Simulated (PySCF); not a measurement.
**C₅H₉NOSi: electronic excitations**

Aim: predict the electronic excitations of C₅H₉NOSi (`Cc1ccoc1N[SiH3]`).

Programs: PySCF 2.14.0, with density-fitted response routines of our own. Each step states its level of theory. These are calculated values for one molecule in the gas phase, unless marked as measured. Atoms are numbered from 0 throughout.

## 1. Starting geometry

17 atoms, charge 0, multiplicity 1; geometry from: GFN2-xTB.

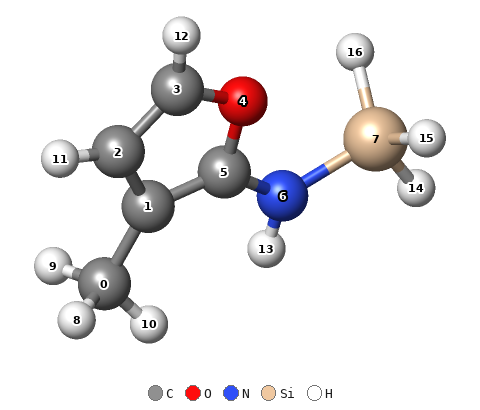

The starting geometry (carbon grey, oxygen red, nitrogen blue, silicon light orange, hydrogen white), atoms numbered; sticks join atoms by distance.

## 2. Ultraviolet spectrum: CAM-B3LYP/def2-SVPD

What the job is given:

```
{"job": {"kind": "uv", "xc": "CAM-B3LYP", "basis": "def2-SVPD", "nstates": 8, "ntriplets": 3}, "charge": 0, "multiplicity": 1}
C     -1.722185    -1.638938    -0.030820
C     -1.170201    -0.253007    -0.013020
C     -1.915504     0.960885    -0.017999
C     -1.016846     1.974655    -0.006714
O      0.249638     1.480640     0.002997
C      0.142827     0.137728    -0.002135
N      1.315627    -0.567992     0.005831
Si     2.858976     0.216021     0.039551
H     -2.585746    -1.707612     0.628190
H     -2.043034    -1.915754    -1.036259
H     -0.976015    -2.358685     0.300619
H     -2.983085     1.047894    -0.026271
H     -1.122892     3.039960    -0.004389
H      1.191053    -1.565088     0.006979
H      3.781336    -0.918971     0.050588
H      2.973253     1.033071     1.248060
H      3.015800     1.047224    -1.155119
```

Method: TDDFT CAM-B3LYP/def2-SVPD, vertical, gas phase, core orbitals frozen in the response.

The run is started by

```bash
> OMP_NUM_THREADS=1 python probes_run.py task.json out
```

One launch serves the whole session: the jobs run in the order shown.

Predict these results of the whole session: lowest singlet (CAM-B3LYP/def2-SVPD); brightest single state of those computed; lowest triplet.

As calculated:

```
                                quantity                        value
    lowest singlet (CAM-B3LYP/def2-SVPD)  4.76 eV (260 nm), f = 0.004
brightest single state of those computed  state 2, 5.43 eV, f = 0.222
                          lowest triplet                      3.70 eV
```

The first singlet state (HOMO→LUMO 0.93) lies at 4.76 eV and is weak; of the 8 states computed, the strongest absorption comes from state 2 at 5.43 eV. The lowest triplet lies 1.06 eV below the lowest singlet (triplets in Tamm-Dancoff, singlets in full TDDFT).
